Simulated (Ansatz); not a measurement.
## Electronic structure of CH$_{4}$NaS (SMILES C[SH+][Na]) (charge +1) in real space

```xyz
7

C    -0.7034    0.4867   -0.2222
S     1.0556    0.1864    0.2413
Na    1.2805   -2.0870    1.8271
H    -1.1988   -0.4319   -0.5829
H    -0.7305    1.2779   -0.9926
H    -1.2002    0.8572    0.6934
H     1.4968   -0.2892   -0.9641
```

Computed with RKS PBE-D4/cc-pVDZ in Ansatz 0.2.0.

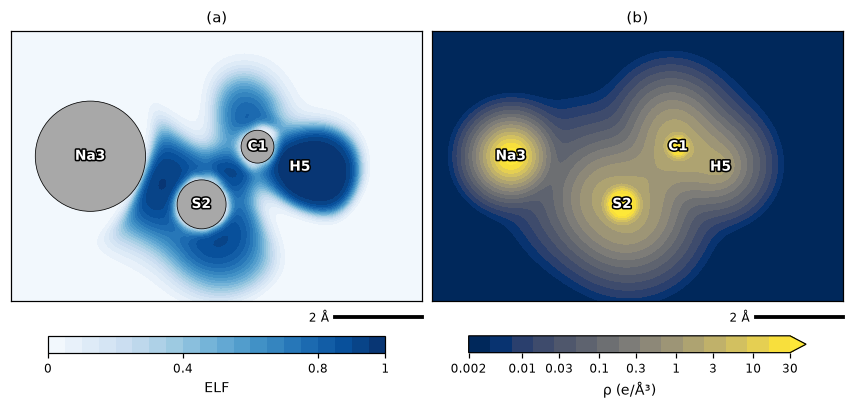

Figure 1. (a) ELF; (b) total electron density on the plane of atoms C1, S2 and Na3. Grey discs cover the atomic cores in the ELF map.

Q: What do the fields say about this system?

A: The plane passes through C, S, Na and H nuclei. C–S (1.84 Å): the density is about 1.1 e/Å³ at the midpoint; the ELF peaks at about 0.90 between the atoms: a shared electron pair. Na–S (2.78 Å): ρ at the midpoint is about 0.18 e/Å³; the ELF peaks at about 0.95 in the valence shell of S, 1.0 Å from its nucleus, and falls to about 0 next to Na: an ionic contact with no shared pair. C–H (1.10 Å): the density is about 1.9 e/Å³ at the midpoint; the ELF climbs to about 1 towards the hydrogen, as it does in any bond to H: an ordinary covalent bond to hydrogen.

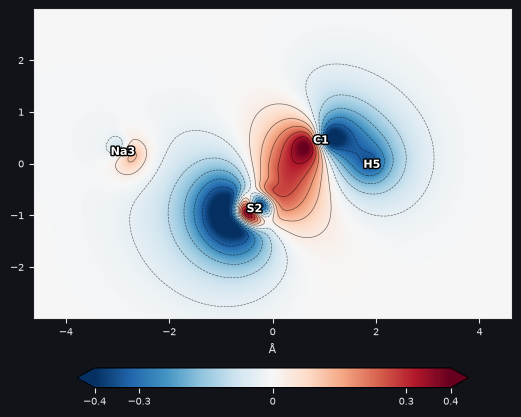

Figure 2. The HOMO−1 on the plane of atoms C1, S2 and Na3 (values in Å⁻³ᐟ²; the overall sign is arbitrary).

Q: Describe this orbital and give its energy.

A: Its weight (Hirshfeld) is mainly on S2 (about 55 %), C1 (about 20 %), H7 (about 10 %) and H5 (about 5 %). Its energy is −12.75 eV.
